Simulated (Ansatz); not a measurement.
## Electronic structure of H$_{7}$NOSi$_{2}$···H$_{2}$O in real space

Input

```
crystal:
  periodic: [false, false, false]
  atoms:
    - { symbol: Si, position_ang: [-1.055375, -0.138016, -0.446837] }
    - { symbol: O, position_ang: [-0.808238, -2.497005, 1.501473] }
    - { symbol: H, position_ang: [-1.304751, -1.388059, -1.219719] }
    - { symbol: H, position_ang: [-1.967044, 0.117728, 0.711125] }
    - { symbol: "N", position_ang: [-1.275412, 1.192949, -1.531425] }
    - { symbol: H, position_ang: [0.073774, -2.244312, 1.17257] }
    - { symbol: O, position_ang: [0.566432, -0.266546, 0.18121] }
    - { symbol: Si, position_ang: [1.918796, 0.716792, 0.248532] }
    - { symbol: H, position_ang: [-0.930515, -1.859708, 2.229717] }
    - { symbol: H, position_ang: [-1.363254, 2.152092, -1.189566] }
    - { symbol: H, position_ang: [-0.899087, 1.174583, -2.481619] }
    - { symbol: H, position_ang: [1.97019, 1.666857, -0.919908] }
    - { symbol: H, position_ang: [1.931989, 1.529034, 1.51869] }
    - { symbol: H, position_ang: [3.142697, -0.15639, 0.225656] }
magnetization:
  spin_polarized: true
basis:
  gaussian: { orbitals: def2-SVP }
hamiltonian:
  xc: pbe
relax:
  f_tol: 0.03
  max_steps: 50
output:
  orbitals: {}
```

Launched as:

```sh
ansatz run input.yaml --threads 4 --pin off --max-ram 5120MiB --backend cpu --events-out ev --progress --plain --runs-dir out
```

The fields are those of the run's last geometry, not of the input's.

Level of theory: UKS PBE/def2-SVP (Ansatz 0.2.0).

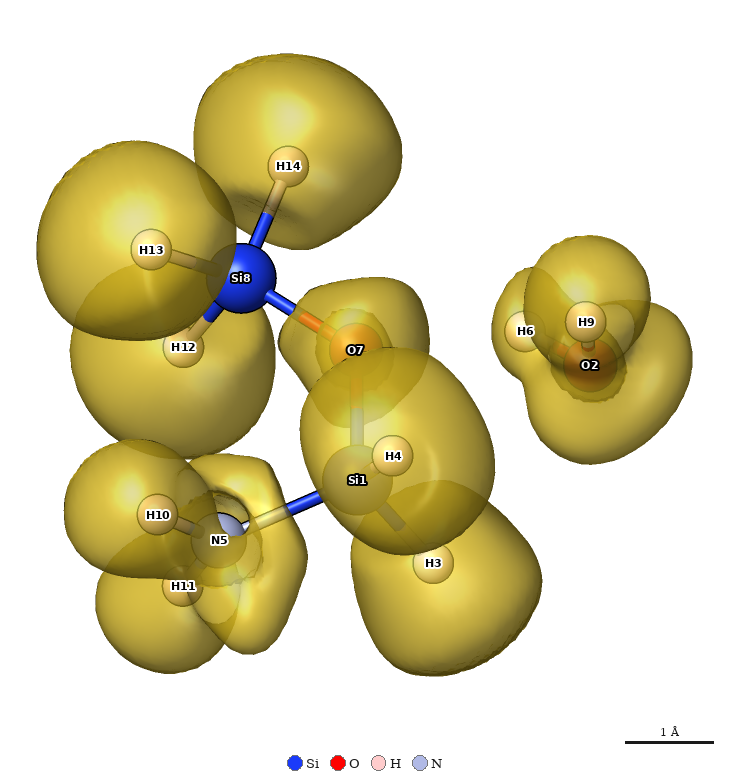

Figure 1. Isosurface of the electron localisation function at 0.75 (yellow), seen at a tilt. Only the valence region is drawn (cores and ρ < 0.01 e/Å³ removed).

> Identify the bonds, lone pairs and shells in this picture.

The ELF exceeds this value in five regions around hydrogen nuclei, one region wrapped around O (its lone pairs, merged into a ring or cap), one joined region spread over several atoms (H, N), in which their bonds and any lone pairs are merged and one joined region spread over several atoms (H, O), in which their bonds and any lone pairs are merged. Along the contacts the grid gives the following. O7···H6 (1.95 Å): the ELF dips to about 0.10 between them (a closed-shell contact with the geometry of a hydrogen bond). Si–O (1.69 Å): the ELF peaks at about 0.85 between the atoms: a shared but strongly polarised pair.

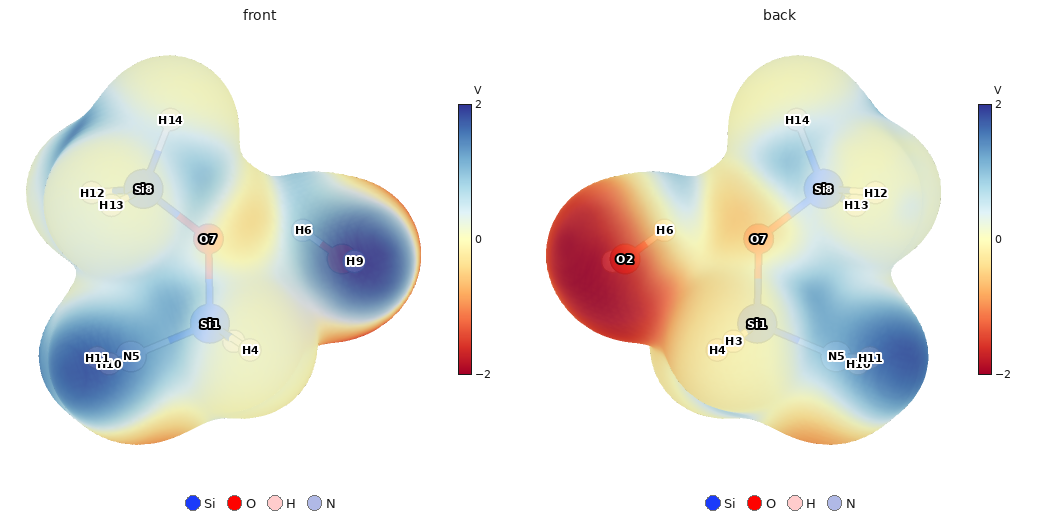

Figure 2. The electrostatic potential painted on the density surface at 0.002 e/bohr³, seen from the front and from behind; the colour scale runs from red (negative) to blue (positive).

> Which sites attract a positive test charge, and which a negative one?

A positive charge is drawn to the negative regions and a negative charge to the positive ones. The most negative region (about −1.9 V, or −44 kcal/mol for a unit charge) lies over O2, the most positive (about +1.8 V, or +42 kcal/mol for a unit charge) over H9, H10 and H11. O2 is the likeliest acceptor of a hydrogen bond.

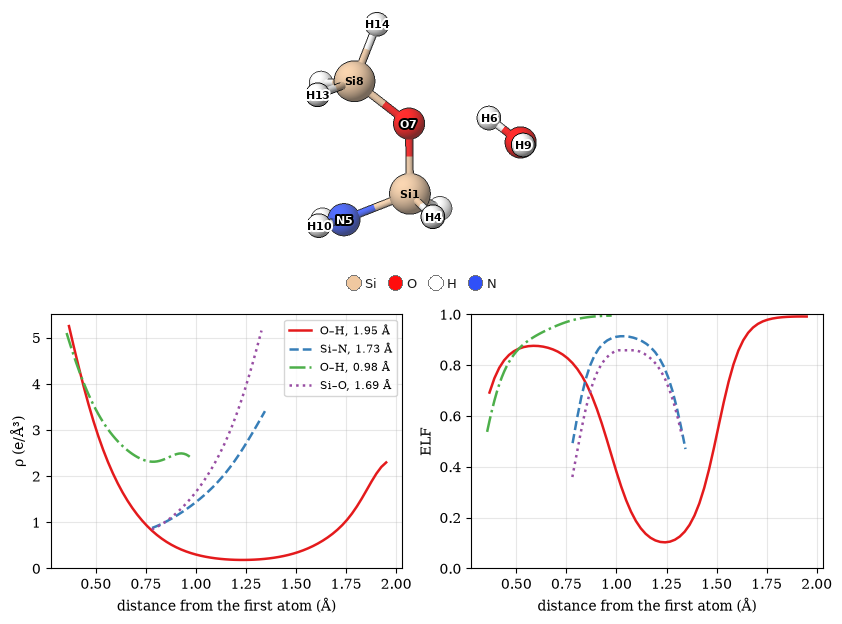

Figure 3. Total electron density and ELF along straight lines between neighbouring atoms. The curves leave out the atomic cores. The structure is drawn too.

> Compare the contacts.

O7···H6 (1.95 Å): the density falls to about 0.19 e/Å³ on the way; the ELF dips to about 0.10 between them; a closed-shell contact with the geometry of a hydrogen bond.
Si–N (1.73 Å): ρ at the midpoint is about 1.1 e/Å³; the ELF peaks at about 0.90 between the atoms (a polar covalent bond).
O–H (0.98 Å): ρ at the midpoint is about 3.5 e/Å³; the ELF climbs to about 1 towards the hydrogen, as it does in any bond to H; a covalent bond by its length.
Si–O (1.69 Å): ρ at the midpoint is about 1 e/Å³; the ELF peaks at about 0.85 between the atoms, as expected for a shared but strongly polarised pair.
